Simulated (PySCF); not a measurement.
# [SiH3]-: structure of the singlet

Aim: relax [SiH3]- as a singlet from a T-shaped start, check by its vibrations whether the end is a minimum, and collect its spectrum and constants.

Method: PBE0, basis Si def2-TZVPD, H def2-TZVPD, no relativity, density fitting; program: PySCF 2.14.0.

## 1. Where the work starts

4 atoms, charge -1, spin multiplicity 1.

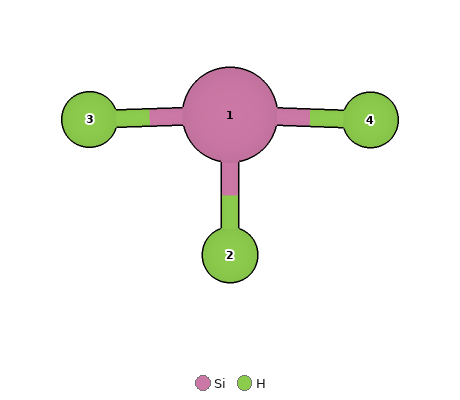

As it starts; silicon pink, hydrogen green; atoms are numbered from 1 in the order of the file.

Coordinates in bohr (charge -1 multiplicity 1):
```
Si    0.0000    0.0000    0.0000
H     0.0000    0.0000    2.7968
H     2.7951    0.0000    0.0977
H    -2.7951    0.0000    0.0977
```

## 2. Finding the electronic state

The steps below are one call of a driver around PySCF. For each, scf.py gives the equivalent set-up of the SCF; relaxations use the driver's own optimiser. After this first run the driver tries any further starts and a stability analysis.

Contents of scf.py:

```python
from pyscf import gto, scf, dft
mol = gto.M(atom='''
Si     0.000000     0.000000     0.000000
H      0.000000     0.000000     1.480000
H      1.479100     0.000000     0.051700
H     -1.479100     0.000000     0.051700''',
    basis={'Si': 'def2-TZVPD', 'H': 'def2-TZVPD'},
    charge=-1, spin=0)
mf = dft.RKS(mol, xc='PBE0')
mf.grids.atom_grid = (50, 194)
aux = {'Si': 'def2-universal-JKFIT', 'H': 'def2-universal-JKFIT'}
mf = mf.density_fit(auxbasis=aux)
mf.conv_tol = 1e-08
mf.diis_space = 10
mf.max_cycle = 60
mf.init_guess = 'minao'
mf.verbose = 4
mf.kernel()
```

Started as:

```sh
OMP_NUM_THREADS=2 python axn.py task.json out
```

What it wrote:

```text
init E= -290.896212606178
  HOMO = -0.146537506132063  LUMO = -0.107587381952357  gap/eV = 1.05989
cycle= 1 E= -291.011333774091  delta_E= -0.115  |g|= 0.267  |ddm|= 1.39
  HOMO = 0.114044567883433  LUMO = 0.163579210347814  gap/eV = 1.34791
cycle= 2 E= -291.028722890554  delta_E= -0.0174  |g|= 0.233  |ddm|= 0.964
  HOMO = 0.0666276486711102  LUMO = 0.13560856482526  gap/eV = 1.87707
cycle= 3 E= -291.051765657918  delta_E= -0.023  |g|= 0.0208  |ddm|= 0.373
  HOMO = 0.0622658973579728  LUMO = 0.132494293044877  gap/eV = 1.91101
cycle= 4 E= -291.051814057199  delta_E= -4.84e-05  |g|= 0.00241  |ddm|= 0.0171
  HOMO = 0.0616830185841959  LUMO = 0.132205721129807  gap/eV = 1.91902
cycle= 5 E= -291.05181687969  delta_E= -2.82e-06  |g|= 0.00166  |ddm|= 0.0082
  HOMO = 0.061446464791608  LUMO = 0.131973955761039  gap/eV = 1.91915
cycle= 6 E= -291.051817933207  delta_E= -1.05e-06  |g|= 0.000148  |ddm|= 0.00185
  HOMO = 0.0614744712917883  LUMO = 0.131991365954931  gap/eV = 1.91886
cycle= 7 E= -291.051817955109  delta_E= -2.19e-08  |g|= 2.53e-05  |ddm|= 0.000607
  HOMO = 0.0614756073372504  LUMO = 0.131991873998588  gap/eV = 1.91885
cycle= 8 E= -291.051817955558  delta_E= -4.49e-10  |g|= 3.06e-06  |ddm|= 5.63e-05
  HOMO = 0.0614755220548275  LUMO = 0.131992189651397  gap/eV = 1.91886
Extra cycle  E= -291.051817955567  delta_E= -8.92e-12  |g|= 2.1e-06  |ddm|= 1.03e-05
converged SCF energy = -291.051817955567
```

This step, with its further starts and checks, ran for 3.1 s (2 threads of Arm Neoverse V2, shared host).

The starts that the driver tried:

```csv
start,energy (Eh)
the minimal-basis guess,-291.051818
a thermally smeared density,-291.051818
a smeared PBE density,-291.051818
```

The test of internal stability and the other starts found no lower closed-shell solution.

## 3. Relaxation: T-shaped start, singlet

The program finds C2v symmetry in the start, which this walk keeps.

scf.py, as its differences from that of step 2:

```diff
@@ -3,4 +3,4 @@
-Si     0.000000     0.000000     0.000000
-H      0.000000     0.000000     1.480000
-H      1.479100     0.000000     0.051700
-H     -1.479100     0.000000     0.051700''',
+Si     0.000000     0.000000    -0.051476
+H      0.000000     0.000000     1.428524
+H      1.479100     0.000000     0.000224
+H     -1.479100     0.000000     0.000224''',
@@ -16 +15,0 @@
-mf.init_guess = 'minao'
```

The optimiser's trace:

```csv
step,energy (Eh),change (kJ/mol),largest symmetric gradient (Eh/bohr)
0,-291.051818,0.00,0.04099
1,-291.080370,-74.96,0.03920
2,-291.098388,-122.27,0.02933
3,-291.103545,-135.81,0.01873
4,-291.107163,-145.31,0.00683
5,-291.107248,-145.53,0.00150
6,-291.107275,-145.60,0.00042
7,-291.107275,-145.60,0.00010
```

The walk took 3.4 s.

Geometry (Å) and forces (eV/Å) at some steps:

```
step 0
Si   0.000   0.000  -0.051   0.000   0.000   2.108
H    0.000   0.000   1.429   0.000   0.000   0.943
H    1.479   0.000   0.000   0.085   0.000  -1.525
H   -1.479   0.000   0.000  -0.085   0.000  -1.525
step 1
Si   0.000   0.000   0.084   0.000   0.000   2.016
H    0.000   0.000   1.581   0.000   0.000   0.221
H    1.490   0.000  -0.144  -0.604   0.000  -1.118
H   -1.490   0.000  -0.144   0.604   0.000  -1.118
step 4
Si   0.000   0.000   0.329   0.000   0.000   0.351
H    0.000   0.000   1.822   0.000   0.000  -0.140
H    1.293   0.000  -0.387   0.049   0.000  -0.106
H   -1.293   0.000  -0.387  -0.049   0.000  -0.106
step 7
Si   0.000   0.000   0.344   0.000   0.000   0.005
H    0.000   0.000   1.828   0.000   0.000  -0.004
H    1.285   0.000  -0.398   0.001   0.000   0.000
H   -1.285   0.000  -0.398  -0.001   0.000   0.000
```

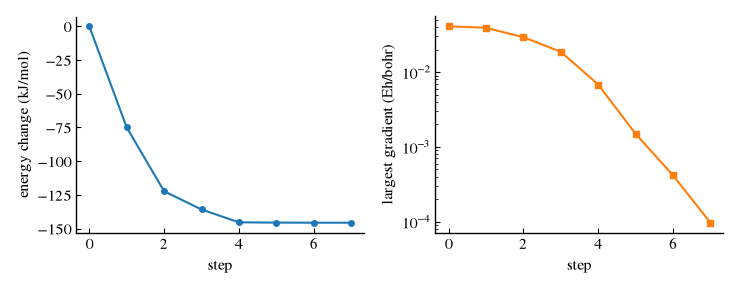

Energy and largest gradient along the walk.

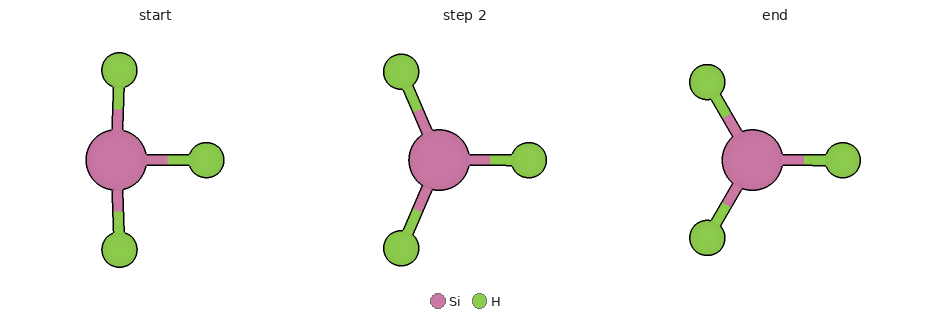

The geometry along the walk, at one scale.

After 7 steps and 145.6 kJ/mol it ends at D3h: Si–H 1.484 Å (×3); H–Si–H 120.0° (×3).

## 4. Frequencies

On the finer grid the gradient is checked again; gradients at displacements of ±0.02 bohr then give force constants and infrared intensities.

scf.py, as its differences from that of step 3:

```diff
@@ -3,4 +3,4 @@
-Si     0.000000     0.000000    -0.051476
-H      0.000000     0.000000     1.428524
-H      1.479100     0.000000     0.000224
-H     -1.479100     0.000000     0.000224''',
+Si     0.000000     0.000000     0.000000
+H     -0.000000     0.000000     1.483587
+H      1.284824     0.000000    -0.741794
+H     -1.284824     0.000000    -0.741794''',
@@ -10 +10 @@
-mf.grids.atom_grid = (50, 194)
+mf.grids.atom_grid = (75, 302)
@@ -13 +13 @@
-mf.conv_tol = 1e-08
+mf.conv_tol = 1e-10
```

This SCF starts from the last density.

Log of the central SCF (cycles and frontier levels):

```text
init E= -291.1072636727
  HOMO = 0.0640389468407925  LUMO = 0.174923200090406  gap/eV = 3.01731
cycle= 1 E= -291.107263672699  delta_E= 3.41e-13  |g|= 5.36e-08  |ddm|= 1.69e-07
  HOMO = 0.064038944692717  LUMO = 0.174923199287011  gap/eV = 3.01731
Extra cycle  E= -291.1072636727  delta_E= -2.27e-13  |g|= 4.01e-08  |ddm|= 8.79e-08
converged SCF energy = -291.1072636727
```

The whole step took 6.3 s.

Geometry: D3h; Si–H 1.484 Å (×3); H–Si–H 120.0° (×3).

Harmonic modes (main isotopes):

```csv
symmetry,ω (cm⁻¹),IR (km/mol)
a2'',974i,244
e',874,117
a1',2215,0.0
e',2231,305
```

1 mode is imaginary, the largest at 974i cm⁻¹: a saddle point, not a minimum.

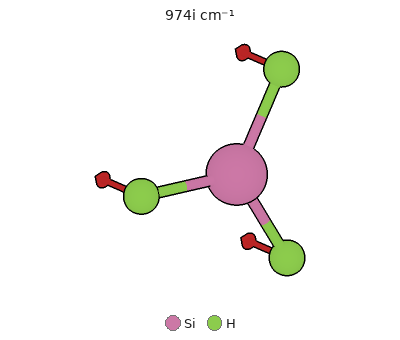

The imaginary mode, as arrows.

Properties at this point:

```yaml
Dipole_moment_about_the_centre_of_mass: 0.00 D
Highest_occupied_level: 1.74 eV
Lowest_empty_level: 4.76 eV
Rotational_constants: 5.066, 5.066, 2.533 cm⁻¹
Zero-point_energy_real_modes: 50.4 kJ/mol
Principal_polarisabilities: 66.6, 66.6, 122.9 bohr³
Principal_traceless_quadrupole_moments_about_the_centre_of_mass: -6.65, 3.33, 3.33 D Å
```

Populations by atom (charges in e):

| atom | Mulliken | Löwdin | polar tensor | Mayer order to Si1 |
| --- | --- | --- | --- | --- |
| Si1 | -0.98 | -0.01 | -0.68 | – |
| H2,3,4 | -0.01 | -0.33 | -0.11 | 1.04 |

Outer orbital energies (eV). occupied: -137.94, -92.61, -92.61, -92.55, -8.20, -3.91, -3.91, 1.74; empty: 4.76, 5.96, 6.05, 6.05.

Mulliken populations on Si1: s 5.38, p 9.46, d 0.13, f 0.01.

## 5. Downhill along the imaginary mode

The atoms are moved a little along the softest imaginary mode and relaxed again.

The program finds C3v symmetry in the start, which this walk keeps.

scf.py, as its differences from that of step 4:

```diff
@@ -3,4 +3,4 @@
-Si     0.000000     0.000000     0.000000
-H     -0.000000     0.000000     1.483587
-H      1.284824     0.000000    -0.741794
-H     -1.284824     0.000000    -0.741794''',
+Si    -0.000000    -0.012968    -0.000000
+H     -0.000000     0.120000     1.483587
+H      1.284824     0.120000    -0.741794
+H     -1.284824     0.120000    -0.741794''',
@@ -10 +10 @@
-mf.grids.atom_grid = (75, 302)
+mf.grids.atom_grid = (50, 194)
@@ -13 +13 @@
-mf.conv_tol = 1e-10
+mf.conv_tol = 1e-08
```

Energy and gradient, step by step:

```csv
step,energy (Eh),change (kJ/mol),largest symmetric gradient (Eh/bohr)
0,-291.110252,0.00,0.02293
1,-291.130439,-53.00,0.04162
2,-291.147205,-97.02,0.01839
3,-291.150607,-105.95,0.01204
4,-291.153174,-112.69,0.00175
5,-291.153178,-112.70,0.00132
6,-291.153184,-112.72,0.00001
```

The walk took 3.2 s.

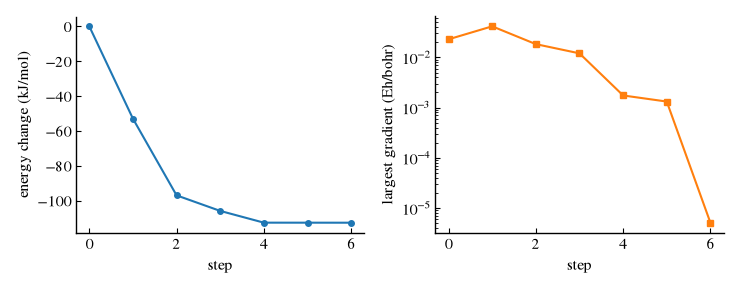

How energy and gradient fall.

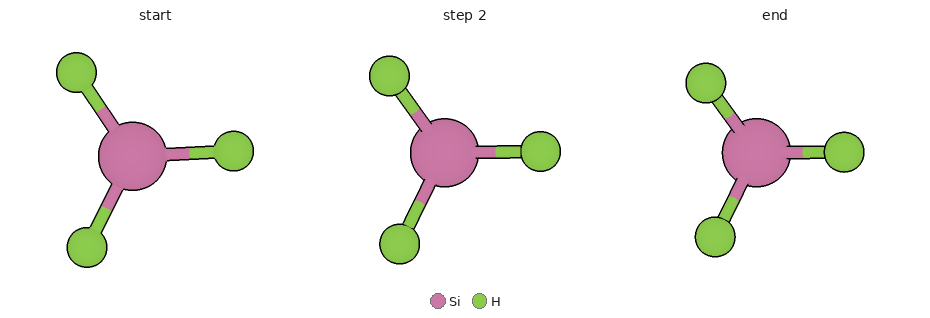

Start and end of the relaxation, with a step between.

After 6 steps and 112.7 kJ/mol it ends at C3v: Si–H 1.545 Å (×3); H–Si–H 94.0° (×3).

## 6. Is it a minimum? Harmonic modes

As before: finer grid, then central differences.

scf.py, as its differences from that of step 5:

```diff
@@ -3,4 +3,4 @@
-Si    -0.000000    -0.012968    -0.000000
-H     -0.000000     0.120000     1.483587
-H      1.284824     0.120000    -0.741794
-H     -1.284824     0.120000    -0.741794''',
+Si    -0.000000    -0.080688    -0.000000
+H     -0.000000     0.746621     1.305146
+H      1.130290     0.746621    -0.652573
+H     -1.130290     0.746621    -0.652573''',
@@ -10 +10 @@
-mf.grids.atom_grid = (50, 194)
+mf.grids.atom_grid = (75, 302)
@@ -13 +13 @@
-mf.conv_tol = 1e-08
+mf.conv_tol = 1e-10
```

SCF at the final geometry:

```text
init E= -291.153179999431
  HOMO = 0.00870888830609751  LUMO = 0.173005606155103  gap/eV = 4.47074
cycle= 1 E= -291.153179999435  delta_E= -3.64e-12  |g|= 3.66e-06  |ddm|= 1.57e-05
  HOMO = 0.00870957074395307  LUMO = 0.173005697657503  gap/eV = 4.47073
Extra cycle  E= -291.153179999433  delta_E= 1.93e-12  |g|= 3.11e-06  |ddm|= 1.32e-05
converged SCF energy = -291.153179999433
```

The whole step ran for 7.1 s (2 threads of Arm Neoverse V2, shared host).

Geometry: C3v; Si–H 1.545 Å (×3); H–Si–H 94.0° (×3).

Modes, for the most abundant isotopes:

```tsv
symmetry	ω (cm⁻¹)	IR (km/mol)	μ (u)	type
a1	870	152	1.08	bend
e	950	101	1.03	bend
e	1900	1081	1.04	stretch
a1	1913	450	1.03	stretch
```

No imaginary mode, so this is a minimum.

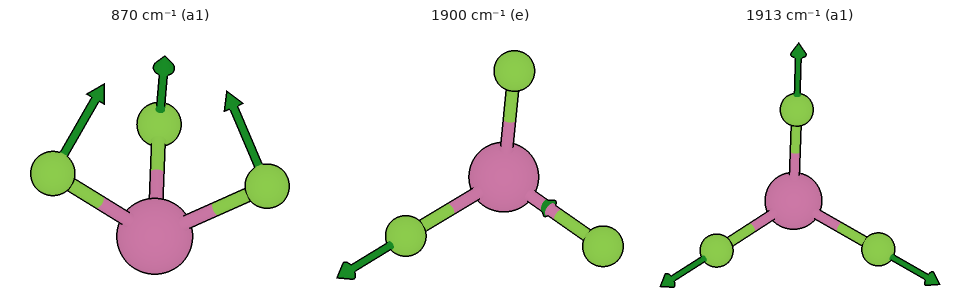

How the atoms move in 3 of the modes.

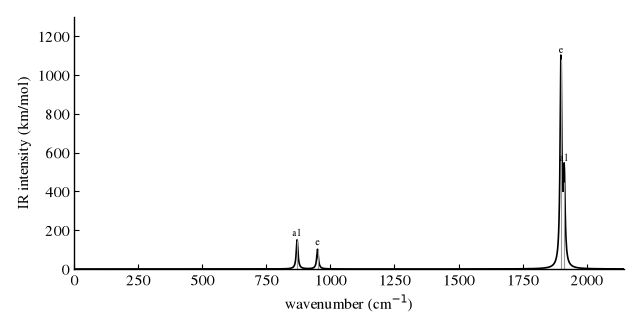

The harmonic infrared spectrum (widths in cm⁻¹). Lines are broadened to a width of 8 cm⁻¹ (Lorentzian).

Constants and moments:

* Dipole moment about the centre of mass: 0.05 D
* Highest occupied level: 0.24 eV
* Lowest empty level: 4.71 eV
* Rotational constants: 3.794, 3.794, 3.273 cm⁻¹
* Zero-point energy: 50.7 kJ/mol
* Principal polarisabilities: 62.4, 62.4, 80.7 bohr³
* Principal traceless quadrupole moments about the centre of mass: -3.81, 1.90, 1.90 D Å
* Entropy at 298.15 K and 1 bar: 211.9 J/(mol K)
* Heat capacity Cp at 298.15 K: 39.4 J/(mol K)
* Enthalpy at 298.15 K above 0 K: 10.32 kJ/mol
* Rotational symmetry number: 3

Charges (e) and bond orders:

| atom | Mulliken | Löwdin | polar tensor | Mayer order to Si1 |
| --- | --- | --- | --- | --- |
| Si1 | -0.91 | -0.04 | 0.08 | – |
| H2,3,4 | -0.03 | -0.32 | -0.36 | 1.17 |

Outer orbital energies (eV). occupied: -137.83, -92.49, -92.49, -92.42, -7.97, -2.82, -2.82, 0.24; empty: 4.71, 5.93, 5.93, 6.81.

Mulliken populations on Si1: s 5.36, p 9.34, d 0.20, f 0.01.

## 7. Stability of the closed shell

At the lowest minimum the closed shell is tested against spin polarisation, on the (50, 194) grid. It is stable.

## 8. The points found, side by side

| spin | group | bonds | imaginary modes (cm⁻¹) | ΔE (kJ/mol) | with zero-point energy |
| --- | --- | --- | --- | --- | --- |
| singlet | C3v | Si–H 1.545 Å (×3) | none | 0.0 | 0.0 |
| singlet | D3h | Si–H 1.484 Å (×3) | 974i | 120.6 | – |

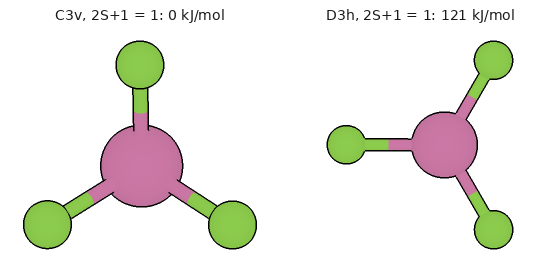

The points, lowest first (silicon pink, hydrogen green).

## 9. Summary of results

```
                            quantity                                   value
                             minimum                            singlet, C3v
                            geometry    Si–H 1.545 Å (×3); H–Si–H 94.0° (×3)
                  wavenumbers (cm⁻¹)  870 (a1), 950 (e), 1900 (e), 1913 (a1)
      dipole moment (centre of mass)                                  0.05 D
highest occupied, lowest empty level                           0.24, 4.71 eV
          polar-tensor charge of Si1                                 +0.08 e
                   zero-point energy                             50.7 kJ/mol
                 entropy at 298.15 K                         211.9 J/(mol K)
```

The T-shaped start (C2v) ends in a minimum of C3v symmetry, after a stop at a saddle point 120.6 kJ/mol higher, from which it was pushed off along an imaginary mode. The strongest infrared band lies at 1900 cm⁻¹ (e, stretch). Only this shape and spin were tried, so other structures or states may lie lower. The highest occupied level lies above zero: either self-interaction error lifts it or the extra electron is not bound, and the basis holds it in place.

The search up to here took 24 s.
